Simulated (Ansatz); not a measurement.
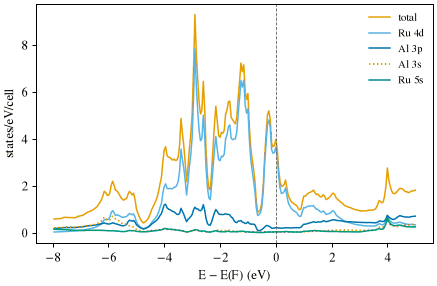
Fig. 1. Total and projected density of states of AlRu in space group Cmcm (No. 63; Al on 4c, Ru on 4c), plane-wave PAW PBE (Ansatz code)

Task: Which orbitals carry the states next to the Fermi level?

Result: Within 0.5 eV of the Fermi level: Ru 4d 90 %, Al 3p 7 %. Projections are on Löwdin-orthogonalised atomic valence shells; empty p or d shells of many metals are not among them.

Task: Where is the tallest occupied peak in this window, and what makes it?

Result: Near -2.9 eV, about 9.3 states/eV per cell; the largest projected share is Ru 4d.

The start of the workflow was typed in or built on a structure type; neither database checked (COD, Materials Project) lists it. COD files the formula under space group No. 221. Its standing as an ambient phase is unchecked. The cell was relaxed with PBE under the symmetry of its start; its stability against distortions is not shown here. The run is not spin-polarised. Spin–orbit coupling is left out wherever it is not named.

Potentials: the earlier of the program's two PAW sets.
